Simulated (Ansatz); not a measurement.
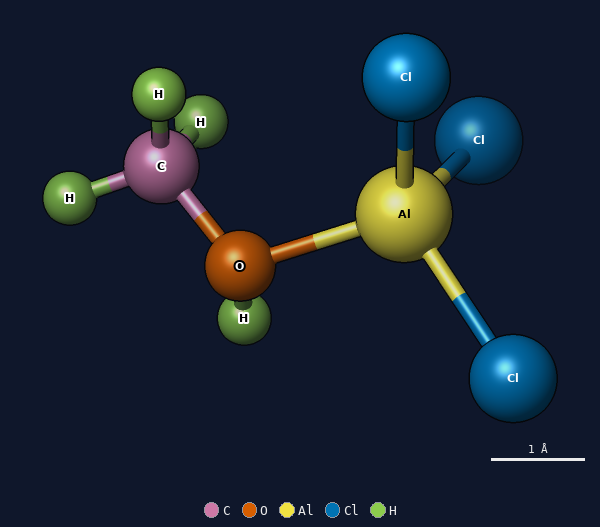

The structure as given in the input (ball-and-stick view, seen at a tilt). Sticks mark near contacts. Bond lengths as drawn: Al–Cl 2.13 to 2.22 Å, Al–O 1.89 Å, C–H 1.06 to 1.18 Å, C–O 1.43 Å and H–O 0.97 Å.

# Geometry relaxation of CH$_{4}$AlCl$_{3}$O (part 1 of 2)

The run: geometry relaxation of CH$_{4}$AlCl$_{3}$O. Method and program: RKS PBE-D4/def2-SVP (Ansatz 0.2.0).

The geometry: force-field start. Figures and captions count atoms from 1; the log counts them from 0 in places.

**What the program printed**
```
Functional definition: PBE
  name "PBE"
  cite "Perdew, Burke & Ernzerhof, Phys. Rev. Lett. 77, 3865 (1996) doi:10.1103/PhysRevLett.77.3865"
  parent pbe
  parameter kappa = 0.804
  parameter beta = 0.06672455060314922
  exchange = pbe_x(kappa = kappa, mu = beta*pi^2/3)
  correlation = pbe_c(beta = beta)
1311 factors; their error is unknown
mean field evaluation 1: about -47276.2939 eV, gradient 4.6e1 eV
mean field evaluation 2: about -47271.3154 eV, gradient 6.8e1 eV
mean field evaluation 4: about -47281.0074 eV, gradient 3.2e0 eV
mean field evaluation 8: about -47281.0313 eV, gradient 6.8e-2 eV
mean field evaluation 16: about -47280.9588 eV, gradient 3.4e-5 eV
mean field -47280.95881282 eV, -1737.5431881860 hartree, gradient 3.4e-5 eV, S^2 0.000000; 0 other end points of the search recorded, 0 dependent functions left out
the calculation of the forces begins
reference -47280.95885180 eV, -1737.5431896187 hartree; 41, 41 occupied and 79, 79 virtual orbitals, 1311 factors
relax step   1: F+E_penalty+E_count = -47281.26214359 eV  Δ(F+E_penalty+E_count) = +0.000e0 eV  max|allowed force component| = 2.946e0 eV/Å  Δτ_max = 0.0000 Å  (25 SCF iters, accepted)
these checks for a lower state are left out or cut short: starts, cluster_reference, orbital_swaps, neighbouring_geometries, increment
1311 factors; their error is unknown
mean field -47281.48459789 eV, -1737.5625104312 hartree, gradient 1.0e-5 eV, S^2 0.000000; 0 other end points of the search recorded, 0 dependent functions left out
[... from here on the field's lines of each further geometry are left out, up to the last ...]
relax step   2: F+E_penalty+E_count = -47281.79336866 eV  Δ(F+E_penalty+E_count) = -5.312e-1 eV  max|allowed force component| = 1.005e0 eV/Å  Δτ_max = 0.1686 Å  (33 SCF iters, accepted)
relax step   3: F+E_penalty+E_count = -47281.71166732 eV  Δ(F+E_penalty+E_count) = +8.170e-2 eV  max|allowed force component| = 2.444e0 eV/Å  Δτ_max = 0.1221 Å  (27 SCF iters, rejected (line search))
relax step   4: F+E_penalty+E_count = -47281.86823810 eV  Δ(F+E_penalty+E_count) = -7.487e-2 eV  max|allowed force component| = 1.844e-1 eV/Å  Δτ_max = 0.0595 Å  (28 SCF iters, accepted)
relax step   5: F+E_penalty+E_count = -47281.87676045 eV  Δ(F+E_penalty+E_count) = -8.522e-3 eV  max|allowed force component| = 9.827e-2 eV/Å  Δτ_max = 0.0671 Å  (28 SCF iters, accepted)
relax step   6: F+E_penalty+E_count = -47281.88594458 eV  Δ(F+E_penalty+E_count) = -9.184e-3 eV  max|allowed force component| = 1.756e-1 eV/Å  Δτ_max = 0.1462 Å  (26 SCF iters, accepted)
relax step   7: F+E_penalty+E_count = -47281.89004127 eV  Δ(F+E_penalty+E_count) = -4.097e-3 eV  max|allowed force component| = 1.014e-1 eV/Å  Δτ_max = 0.0416 Å  (28 SCF iters, accepted)
relax step   8: F+E_penalty+E_count = -47281.89561968 eV  Δ(F+E_penalty+E_count) = -5.578e-3 eV  max|allowed force component| = 1.515e-1 eV/Å  Δτ_max = 0.1432 Å  (27 SCF iters, accepted)
relax step   9: F+E_penalty+E_count = -47281.89825958 eV  Δ(F+E_penalty+E_count) = -2.640e-3 eV  max|allowed force component| = 1.559e-1 eV/Å  Δτ_max = 0.0618 Å  (28 SCF iters, accepted)
relax step  10: F+E_penalty+E_count = -47281.89943007 eV  Δ(F+E_penalty+E_count) = -1.170e-3 eV  max|allowed force component| = 8.716e-2 eV/Å  Δτ_max = 0.0356 Å  (28 SCF iters, accepted)
relax step  11: F+E_penalty+E_count = -47281.90029007 eV  Δ(F+E_penalty+E_count) = -8.600e-4 eV  max|allowed force component| = 9.497e-2 eV/Å  Δτ_max = 0.0262 Å  (28 SCF iters, accepted)
relax step  12: F+E_penalty+E_count = -47281.90094060 eV  Δ(F+E_penalty+E_count) = -6.505e-4 eV  max|allowed force component| = 6.053e-2 eV/Å  Δτ_max = 0.0394 Å  (28 SCF iters, accepted)
relax step  13: F+E_penalty+E_count = -47281.90158134 eV  Δ(F+E_penalty+E_count) = -6.407e-4 eV  max|allowed force component| = 6.036e-2 eV/Å  Δτ_max = 0.0591 Å  (27 SCF iters, accepted)
relax step  14: F+E_penalty+E_count = -47281.90195973 eV  Δ(F+E_penalty+E_count) = -3.784e-4 eV  max|allowed force component| = 6.699e-2 eV/Å  Δτ_max = 0.0689 Å  (28 SCF iters, accepted)
relax step  15: F+E_penalty+E_count = -47281.90221683 eV  Δ(F+E_penalty+E_count) = -2.571e-4 eV  max|allowed force component| = 5.498e-2 eV/Å  Δτ_max = 0.0165 Å  (28 SCF iters, accepted)
relax step  16: F+E_penalty+E_count = -47281.90248509 eV  Δ(F+E_penalty+E_count) = -2.683e-4 eV  max|allowed force component| = 4.022e-2 eV/Å  Δτ_max = 0.0078 Å  (29 SCF iters, accepted)
the calculation of the forces begins
reference -47281.59901139 eV, -1737.5667150499 hartree; 41, 41 occupied and 79, 79 virtual orbitals, 1311 factors
relax step  17: F+E_penalty+E_count = -47281.90256036 eV  Δ(F+E_penalty+E_count) = -7.528e-5 eV  max|allowed force component| = 1.299e-2 eV/Å  Δτ_max = 0.0121 Å  (28 SCF iters, accepted)
```

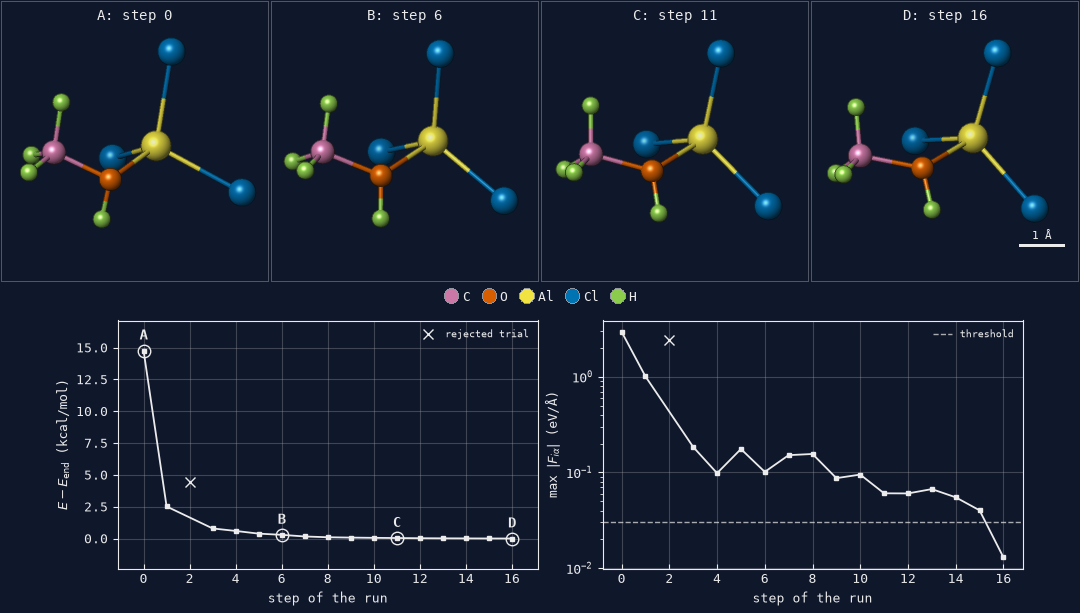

Frames of the relaxation (ball-and-stick view, seen at a tilt) above the curves, on which the letters mark them (the first geometry is step 0 here and step 1 in the log).

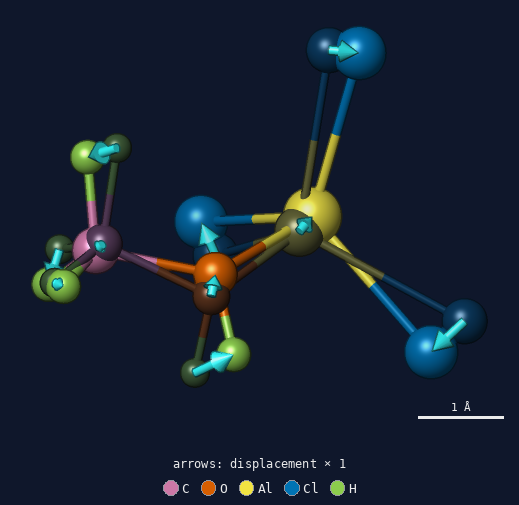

Start (faint) and end (solid) with the displacements as teal arrows, at true length (ball-and-stick view, seen at a tilt). The two geometries are laid on each other by the best rigid fit. Over 16 geometry steps the energy falls by 14.8 kcal/mol. The largest force component goes from 2.9 to 0.013 eV/Å. The line search rejected the trial step at point 2 (counted from 0) and went back. The largest move after the best rigid fit is that of H10, 0.61 Å. By element the largest moves are H 0.61 Å, Cl 0.54 Å, O 0.28 Å, Al 0.27 Å, C 0.14 Å. Among the contacts that change: Al3–Cl6 2.216 → 2.117 Å, Al3–Cl5 2.220 → 2.137 Å, C1–H9 1.181 → 1.105 Å, O2–Al3 1.885 → 1.951 Å. Among the angles that change: O2–Al3–Cl5 107.9° → 93.7°, C1–O2–Al3 112.5° → 124.5°, Cl5–Al3–Cl6 109.1° → 119.1°. (Atoms are counted from 1 in the order of the input.)

```
1311 factors; their error is unknown
mean field -47281.59897209 eV, -1737.5667136055 hartree, gradient 9.3e-6 eV, S^2 0.000000; 1 other end points of the search recorded, 0 dependent functions left out
the calculation of the forces begins
reference -47281.59901139 eV, -1737.5667150499 hartree; 41, 41 occupied and 79, 79 virtual orbitals, 1311 factors
Total energy: -47281.90259966 eV, -1737.5778717130 hartree
Atom 0 at     0.422081    -1.191579     0.764893 Å, force    -0.012663     0.007772    -0.009516 eV/Å
Atom 1 at     0.690360     0.045940     0.062335 Å, force     0.011044    -0.005081     0.008770 eV/Å
Atom 2 at    -0.683963     1.239571    -0.640489 Å, force    -0.002563    -0.003191    -0.000742 eV/Å
Atom 3 at    -2.152634    -0.149014    -1.312495 Å, force     0.001713     0.002029     0.001435 eV/Å
Atom 4 at     0.599095     2.060372    -2.138764 Å, force    -0.000308    -0.000997     0.000295 eV/Å
Atom 5 at    -1.220399     2.432927     1.024132 Å, force     0.000473     0.001129     0.000483 eV/Å
Atom 6 at     1.373054    -1.612796     1.141088 Å, force     0.008207     0.012987    -0.009424 eV/Å
Atom 7 at    -0.106919    -1.906121     0.104719 Å, force    -0.003875    -0.009929     0.002581 eV/Å
Atom 8 at    -0.225263    -0.925009     1.619507 Å, force    -0.003311    -0.001164    -0.000012 eV/Å
Atom 9 at     1.387687    -0.045592    -0.621927 Å, force     0.001283    -0.003556     0.006130 eV/Å
Dipole moment:     0.717114    -0.895604     0.366831 e Å
```

**Trajectory as extended XYZ (Å, eV, eV/Å), 17 frames, from step=1 to step=17**
```
10
Properties=species:S:1:pos:R:3:forces:R:3 step=1 energy=-47281.26214
C     0.4653   -1.0808    0.8465   -2.0353   1.0680   2.3705
O     0.9074   -0.0734   -0.0644    0.2432   0.1648  -0.2883
Al   -0.4960    1.0462   -0.6399   -1.1836   2.9463  -0.4352
Cl   -1.9418   -0.1215   -1.6792    0.2708  -0.4160   0.1659
Cl    0.3587    2.5491   -2.0322   -0.0933  -1.0242   0.7744
Cl   -1.3654    2.0909    1.1108    0.6731  -0.8456  -0.6397
H     1.2757   -1.7028    1.1463    1.2310  -0.8207   0.3327
H    -0.3368   -1.6544    0.3683   -0.3500  -0.3308  -0.0142
H     0.0344   -0.5375    1.8021    0.6916  -0.7933  -1.6731
H     1.1816   -0.5671   -0.8553    0.5526   0.0514  -0.5930
10
Properties=species:S:1:pos:R:3:forces:R:3 step=2 energy=-47281.79337
C     0.4156   -1.0577    0.8398   -0.5667   0.2154   0.8847
O     0.8078   -0.0308   -0.1082    0.2999  -0.4849  -0.1802
Al   -0.5668    1.1650   -0.6743   -0.5008   1.0050  -0.1378
Cl   -1.8746   -0.2534   -1.6205    0.1192   0.1129   0.0663
Cl    0.4956    2.4864   -2.0193   -0.2606  -0.4615   0.4169
Cl   -1.2747    1.9837    1.2041    0.2438  -0.2574  -0.5126
H     1.2966   -1.6333    1.1503    0.2776  -0.1273  -0.0117
H    -0.3712   -1.7048    0.4034    0.0423   0.0022  -0.0418
H    -0.0084   -0.5194    1.7322    0.2368  -0.2266  -0.5387
H     1.1633   -0.4871   -0.9044    0.1085   0.2222   0.0548
10
Properties=species:S:1:pos:R:3:forces:R:3 step=3 energy=-47281.71167 accepted=F
C     0.3773   -1.0868    0.8712    0.6665  -0.4038  -1.0174
O     0.7716   -0.1114   -0.1189   -1.3453   2.4442   1.3290
Al   -0.6096    1.2009   -0.6754    0.1664  -0.1764   0.0284
Cl   -1.9142   -0.2430   -1.5674   -0.0804   0.1272  -0.0095
Cl    0.5026    2.4232   -2.0144   -0.0322  -0.1159   0.0700
Cl   -1.1843    2.0142    1.2047   -0.0226  -0.0110  -0.0596
H     1.3297   -1.5557    1.1734   -0.2267  -0.3497   0.4593
H    -0.3034   -1.7764    0.3378   -0.1650  -0.3107   0.5029
H    -0.1181   -0.5301    1.6870    0.0506  -0.0439  -0.0511
H     1.2315   -0.3862   -0.8950    0.9886  -1.1599  -1.2521
10
Properties=species:S:1:pos:R:3:forces:R:3 step=4 energy=-47281.86824
C     0.4096   -1.0730    0.8542    0.0496  -0.0284  -0.0708
O     0.7812   -0.0463   -0.1099    0.1126  -0.0753  -0.1039
Al   -0.6011    1.1997   -0.6850   -0.1687   0.0559  -0.0416
Cl   -1.8920   -0.2257   -1.6210   -0.0378   0.0444  -0.0064
Cl    0.4932    2.4482   -2.0006    0.0459  -0.0207  -0.0056
Cl   -1.2541    1.9858    1.1772    0.0030   0.0086   0.0017
H     1.3137   -1.6327    1.1574    0.0056  -0.0016  -0.0197
H    -0.3636   -1.7353    0.4174    0.0224  -0.0331   0.0143
H    -0.0092   -0.5271    1.7160   -0.0195   0.0222   0.0476
H     1.2053   -0.4450   -0.9027   -0.0130   0.0279   0.1844
10
Properties=species:S:1:pos:R:3:forces:R:3 step=5 energy=-47281.87676
C     0.4132   -1.0825    0.8538    0.0723   0.0217  -0.0589
O     0.7602   -0.0513   -0.1138    0.0321  -0.0549  -0.0331
Al   -0.6158    1.2083   -0.6908   -0.0983   0.0060  -0.0213
Cl   -1.9341   -0.1895   -1.6250   -0.0352   0.0386   0.0028
Cl    0.5126    2.4312   -2.0040    0.0295  -0.0217  -0.0002
Cl   -1.2416    1.9988    1.1792   -0.0055   0.0115  -0.0023
H     1.3366   -1.5987    1.1763   -0.0050  -0.0048   0.0022
H    -0.3214   -1.7875    0.4176    0.0037  -0.0026  -0.0129
H    -0.0410   -0.5430    1.7025   -0.0135  -0.0027   0.0363
H     1.2145   -0.4373   -0.8928    0.0198   0.0088   0.0873
```
